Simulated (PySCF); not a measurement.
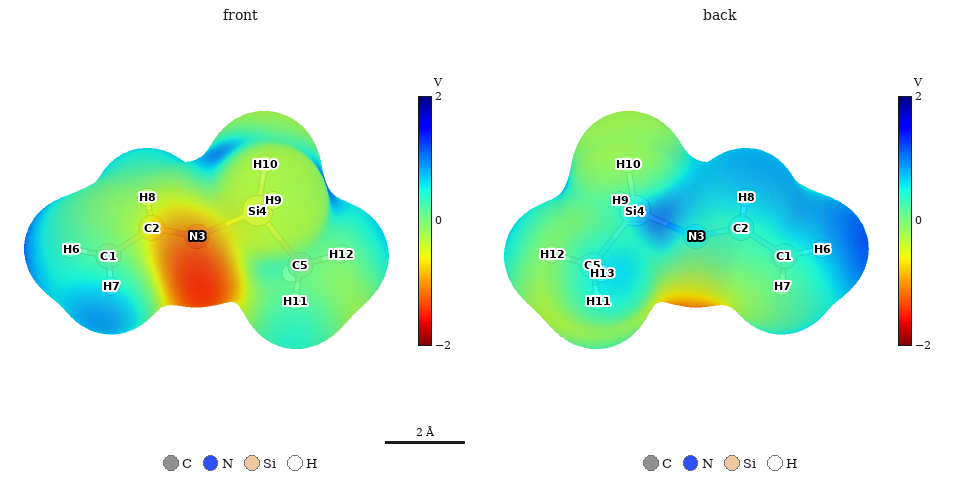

Figure 1: C3H8NSi (SMILES [CH2]/C=N/[SiH2]C) (doublet). The electrostatic potential painted on the density surface at 0.002 e/bohr³, seen from the front and from behind; red is negative and blue positive.

Geometry: GFN2-xTB.

All numbers below come from UKS B3LYP, pcH-1 on C H N Si, non-relativistic, mean-field spin-orbit, GIAO in PySCF.

```xyz
13

C     2.7359   -0.5257    0.2601
C     1.5997    0.2107    0.4684
N     0.5713    0.1222   -0.3289
Si   -0.9582    0.8410   -0.4188
C    -2.2075   -0.5730   -0.1297
H     3.5871   -0.4427    0.9113
H     2.7975   -1.1966   -0.5783
H     1.5823    0.8897    1.3274
H    -1.0527    1.2937   -1.8101
H    -1.2800    1.9386    0.5089
H    -1.9852   -1.4150   -0.7746
H    -3.2102   -0.2259   -0.3523
H    -2.1844   -0.9166    0.8989
```

**Describe the electrostatic potential map.**

The most negative region (about −1.5 V) lies over N3, the most positive (about +1.1 V) over Si4 and H6. N3 is the likeliest acceptor of a hydrogen bond.
